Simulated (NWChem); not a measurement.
# One shape, several levels: [S2]−

Wanted: a comparison of 6 runs (UHF/STO-3G, USVWN5/pcseg-2, UB3LYP/6-31G*, UPBE0/def2-SVP, USVWN5/def2-TZVP) of [S2]−. 

The calculation is run with NWChem 7.3.0.

## Step 1: The structure to begin with

[S2]−: 2 atoms, total charge -1, spin state doublet. Geometry: relaxed at GFN2-xTB.

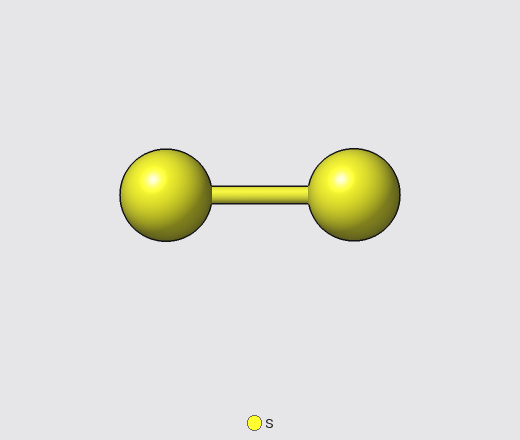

Viewed from a chosen angle; sulfur yellow.

## Step 2: Energy and gradient at UHF/STO-3G (run 1)

s2.xyz

```xyz
2
S2 gradient
S      0.678550    -0.576410    -0.430000
S     -0.678550     0.576410     0.430000
```

run.py

```python
from ase.io import read
from ase.calculators.nwchem import NWChem

mol = read('s2.xyz')

calc = NWChem(
    label='s2',
    theory='scf',
    memory='2200 mb',
    basis='STO-3G',
    basispar='spherical bse',
    charge=-1,
    scf={'nopen': '1', 'uhf': None, 'thresh': '1e-08', 'maxiter': '80'},
)
mol.calc = calc

forces = mol.get_forces()
print("Total energy (eV):", round(mol.get_potential_energy(), 6))
print("forces (eV/A):")
for s, f in zip(mol.symbols, forces):
    print(f"{s:2s} {f[0]:10.5f} {f[1]:10.5f} {f[2]:10.5f}")
```

Run with:

```sh
$ export ASE_NWCHEM_COMMAND="nwchem PREFIX.nwi > PREFIX.nwo"
$ python run.py
```

Output:

```text
Total energy (eV): -21392.006037
forces (eV/A):
S     0.09678   -0.08222   -0.06135
S    -0.09678    0.08222    0.06135
```

The calculator wrote s2.nwi:

```
title "s2"

permanent_dir s2

scratch_dir s2

start s2

geometry units angstrom nocenter noautosym noautoz
  S  6.7854999999999999e-01 -5.7640999999999998e-01 -4.2999999999999999e-01
  S  -6.7854999999999999e-01 5.7640999999999998e-01 4.2999999999999999e-01
end

charge -1

memory 2200 mb

basis spherical bse noprint
   * library STO-3G
end

scf
  nopen 1
  uhf
  thresh 1e-08
  maxiter 80
end

task scf gradient
```

s2.nwo:

```text
Northwest Computational Chemistry Package (NWChem) 7.3.0
             --------------------------------------------------------

           Job information
           ---------------

    nwchem branch   = 7.3.0
    use scalapack   = T
    input           = s2.nwi
    prefix          = s2.
    data base       = s2/s2.db
    status          = startup
    nproc           =        1

           Memory information
           ------------------

    heap     =     72089598 doubles =      550.0 Mbytes
    stack    =     72089595 doubles =      550.0 Mbytes
    global   =    144179200 doubles =     1100.0 Mbytes (distinct from heap & stack)
    total    =    288358393 doubles =     2200.0 Mbytes
    verify   = yes
    hardfail = no

[... 32 lines left out ...]
            Nuclear Dipole moment (a.u.)
[... 58 lines left out ...]
 1-e energy   =   -1271.674078
[... 7 lines left out ...]
         Quadratically convergent UHF
[... 14 lines left out ...]
       Final UHF  results
[... 3 lines left out ...]
      One electron energy =  -1245.128315778070
[... 1 line left out ...]
 Nuclear repulsion energy =     68.507054154777
[... 30 lines left out ...]
          Final beta eigenvalues
[... 124 lines left out ...]
                     UHF Final Beta Molecular Orbital Analysis
[... 152 lines left out ...]
                              NWChem Gradients Module
                              -----------------------

                                        s2

  wavefunction    =   UHF

                         UHF ENERGY GRADIENTS

    atom               coordinates                        gradient
                 x          y          z           x          y          z
   1 S       1.282274  -1.089257  -0.812582   -0.001882   0.001599   0.001193
   2 S      -1.282274   1.089257   0.812582    0.001882  -0.001599  -0.001193

                 ----------------------------------------
                 |  Time  |  1-e(secs)   |  2-e(secs)   |
                 ----------------------------------------
                 |  CPU   |       0.00   |       0.02   |
                 ----------------------------------------
                 |  WALL  |       0.00   |       0.02   |
                 ----------------------------------------

 Task  times  cpu:        0.1s     wall:        0.1s
 Total times  cpu:        0.2s     wall:        0.2s
```

Wall time 1.1 s (1 thread of AMD EPYC 9R45 (Zen 5), shared host); peak memory 0.099 GiB.

## Step 3: Energy and forces at USVWN5/pcseg-2 (run 2)

geom.nw

```
echo
start geom
title "S2 gradient"
memory stack 880 mb heap 220 mb global 1100 mb
charge -1
geometry units au noautosym nocenter noautoz
 S   1.28227366 -1.08925704 -0.81258223
 S  -1.28227366  1.08925704  0.81258223
end
basis spherical bse
 * library pcseg-2
end
dft
 xc slater vwn_5
 mult 2
 grid xfine
 convergence energy 1e-08
 maxiter 100
 mulliken
 print low
end
task dft gradient
```

Run with:

```sh
$ nwchem geom.nw > geom.out
```

Output:

```text
[...]
 d= 0,ls=0.0,diis     1   -793.5179170557 -8.62D+02  1.92D-02  6.27D-01     0.6
[...]
 d= 0,ls=0.5,diis    14   -793.7434867677 -3.60D-09  6.70D-07  8.10D-10     5.8
[...]
         Total DFT energy =     -793.743486768680
      One electron energy =    -1244.599412041114
           Coulomb energy =      431.177154841053
    Exchange-Corr. energy =      -48.828278799284
 Nuclear repulsion energy =       68.507049230666
[...]
      Total Density - Mulliken Population Analysis
     ---------------------------------------------
    Atom       Charge   Shell Charges
 -----------   ------   -------------------------------------------------------
    1 S   16    16.50   2.01  0.38  1.58  1.05  0.89  5.89  0.94  2.28  1.39  0.00  0.07  0.01
    2 S   16    16.50   2.01  0.38  1.58  1.05  0.89  5.89  0.94  2.28  1.39  0.00  0.07  0.01
[...]
      <S2> =      0.7510 (Exact =     0.7500)
                         DFT ENERGY GRADIENTS
    atom               coordinates                        gradient
                 x          y          z           x          y          z
   1 S       1.282274  -1.089257  -0.812582   -0.010485   0.008907   0.006645
   2 S      -1.282274   1.089257   0.812582    0.010485  -0.008907  -0.006645
 Task  times  cpu:        7.1s     wall:        7.1s
 Total times  cpu:        7.1s     wall:        7.1s
```

Run time: 7.8 s. Hardware: 1 thread of AMD EPYC 9R45 (Zen 5), shared host; peak memory 0.13 GiB.

Runs 3 to 5 aren't shown in full; the table further down has their settings and results.

## Step 4: Energy and forces at USVWN5/def2-TZVP (run 6)

job.nw

```
start job
title "S2 gradient"
memory stack 880 mb heap 220 mb global 1100 mb
charge -1

geometry units bohr noautosym nocenter noautoz
  S   1.28227366 -1.08925704 -0.81258223
  S  -1.28227366  1.08925704  0.81258223
end

basis spherical bse
  S library def2-TZVP
end

dft
  xc slater vwn_5
  mult 2
  grid xfine
  convergence energy 1e-08
  iterations 100
  mulliken
  noprint "final vectors analysis"
end

task dft gradient
```

Run with:

```sh
$ nwchem job.nw > job.out
```

Output:

```text
[...]
          Wavefunction type:  spin polarized.
          No. of atoms     :     2
          No. of electrons :    33
[...]
          Charge           :    -1
          Spin multiplicity:     2
[...]
          AO basis - number of functions:    74
[...]
              XC Information
              --------------
                        Slater Exchange Functional  1.000 local
                      VWN V Correlation Functional  1.000 local
[...]
 d= 0,ls=0.0,diis     1   -793.4737951177 -8.62D+02  1.67D-02  1.23D+00     0.6
[...]
 d= 0,ls=0.5,diis    13   -793.7202806267 -3.34D-09  6.82D-07  7.49D-10     5.6
[...]
         Total DFT energy =     -793.720280627641
      One electron energy =    -1244.706375215803
           Coulomb energy =      431.310018472796
    Exchange-Corr. energy =      -48.830973115301
 Nuclear repulsion energy =       68.507049230666
[...]
      Total Density - Mulliken Population Analysis
     ---------------------------------------------
    Atom       Charge   Shell Charges
 -----------   ------   -------------------------------------------------------
    1 S   16    16.50   2.01  0.46  1.49  1.12  0.81  4.18  1.66  0.99  2.11  1.56  0.03  0.08  0.01
    2 S   16    16.50   2.01  0.46  1.49  1.12  0.81  4.18  1.66  0.99  2.11  1.56  0.03  0.08  0.01
[...]
      <S2> =      0.7512 (Exact =     0.7500)
[...]
  wavefunction    = open shell
                         DFT ENERGY GRADIENTS
    atom               coordinates                        gradient
                 x          y          z           x          y          z
   1 S       1.282274  -1.089257  -0.812582   -0.008952   0.007604   0.005673
   2 S      -1.282274   1.089257   0.812582    0.008952  -0.007604  -0.005673
[...]
```

Wall time 7.5 s (1 thread of AMD EPYC 9R45 (Zen 5), shared host); peak memory 0.13 GiB.

## Step 5: All runs side by side

```csv
run,level,iteration cap,module,energy (Eh),HOMO energy (eV),LUMO energy (eV),⟨S²⟩,wall time
1,UHF/STO-3G,80,scf,-786.141728,4.65,14.23,0.751,1.1 s
2,USVWN5/pcseg-2,100,dft,-793.743487,–,–,0.751,7.8 s
3,UB3LYP/6-31G* (spherical functions),100,dft,-796.408206,1.24,2.85,0.752,3.3 s
4,UPBE0/def2-SVP,100,dft,-795.874497,1.56,3.65,0.752,2.5 s
5,UB3LYP/6-31G* (Cartesian functions),100,dft,-796.414228,1.24,2.85,0.752,3.3 s
6,USVWN5/def2-TZVP,100,dft,-793.720281,–,–,0.751,7.5 s
```

## Step 6: Outcome

| quantity | value |
| --- | --- |
| run 6: total energy | -793.72028 Eh |
| run 6: ⟨S²⟩ | 0.751 |
| run 6: largest force on an atom | 0.671 eV/Å |

In words: Totals of different functionals can't be ranked against each other. In runs 1, 3, 4, 5 the HOMO lies above zero, so the outermost electron may be held by the basis alone. In run 1 the basis is minimal, so the values are rough. All runs together took 25 s, the longest 7.8 s.
